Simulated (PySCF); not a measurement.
# Cl$_{4}$Hf, SMILES `Cl[Hf](Cl)(Cl)Cl`: electronic structure

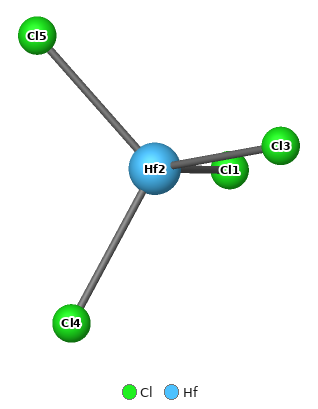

The molecule, with its atoms numbered as below. No frequency check shows the geometry to be a minimum.

Cartesian coordinates (Å):

```
Cl1      1.2962   -0.9953   -1.5376
Hf2     -0.0001   -0.0000    0.0001
Cl3      1.2962    0.9953    1.5374
Cl4     -1.2959   -1.5383    0.9946
Cl5     -1.2959    1.5383   -0.9949
```

### 1. Bonding charge

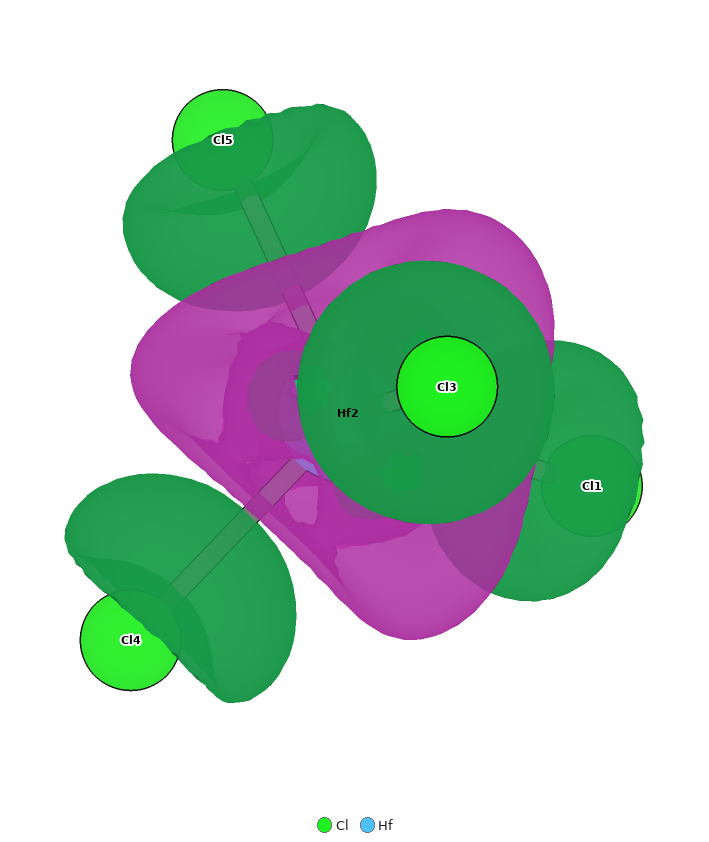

Deformation density (molecule less spherical, spin-averaged free atoms at the same positions), surfaces at ±0.04 e/Å³; green: gain, purple: loss.

Level of theory: TPSSh/def2-SVPD (PySCF), at a geometry from GFN2-xTB. Core potentials replace the inner electrons of Hf; spin–orbit coupling isn't included. This is a single-reference result, which may miss multireference character in this system.

Describe the bonding that the map shows.

Answer. Hf2–Cl3, Hf2–Cl4, Cl1–Hf2 and Hf2–Cl5: +0.08 e/Å³ at the bond critical point (bond length 2.24 Å). In all, 1.1 electrons gather in the regions of gain relative to the promolecule. A small or negative value marks a very polar bond, one between electron-rich atoms, whose free-atom densities already overlap strongly, a long bond to a heavier atom, or a closed-shell contact such as a hydrogen bond.

Where do the Hirshfeld charges lie?

Answer. The highest Hirshfeld charge is on Hf2 (+0.58 e), the lowest on Cl1, Cl3, Cl4 and Cl5 (−0.15 e).

```tsv
atom	charge (e)
Cl1	−0.15
Hf2	+0.58
Cl3	−0.15
Cl4	−0.15
Cl5	−0.15
```

### 2. Bond critical points

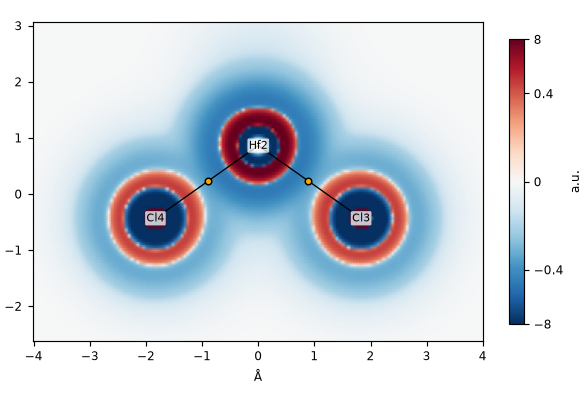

Negative Laplacian of the density (−∇²ρ) in the plane of Hf2, Cl3 and Cl4 (red positive, blue negative, colour scale in a.u., logarithmic beyond ±0.04), with bond paths and bond critical points (dots).

At which bond critical points in this plane is charge locally concentrated, and at which depleted?

Answer. At none is it concentrated. Depleted (∇²ρ > 0): Hf2–Cl3 and Hf2–Cl4 (+0.30 a.u., H = −0.028). A positive Laplacian with negative H is typical of metal–ligand bonds.

### 3. In an electric field

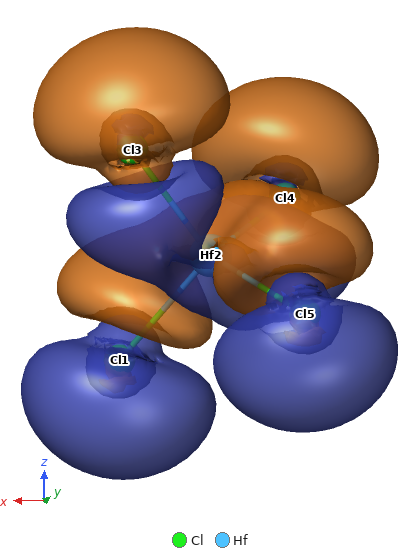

Change of the electron density in a uniform field of 0.51 V/Å, surfaces at ±0.002 e/Å³ (orange: gain, blue: loss).

PySCF calculation, B3LYP/def2-SVPD, gas phase; geometry: GFN2-xTB. Core potentials replace the inner electrons of Hf; spin–orbit coupling isn't included. This is a single-reference result, which may miss multireference character in this system.

Along which Cartesian direction does the field point?

Answer. Along −z: electrons gather on the +z side, against the field.

How large is the response?

Answer. The induced dipole is 2.31 D (along the field); α along this axis, from the fields in both directions, is 91 bohr³ (13.5 Å³).

Which atoms gain and lose the most charge?

Answer. Electrons gather most on Cl3 (Hirshfeld charge changes by −0.044 e) and leave Cl1 most (+0.046 e); 0.180 electrons are displaced in all.

The PySCF runs shown took 35 s and 50 s on 1 thread of AMD EPYC 7571, on a shared host.
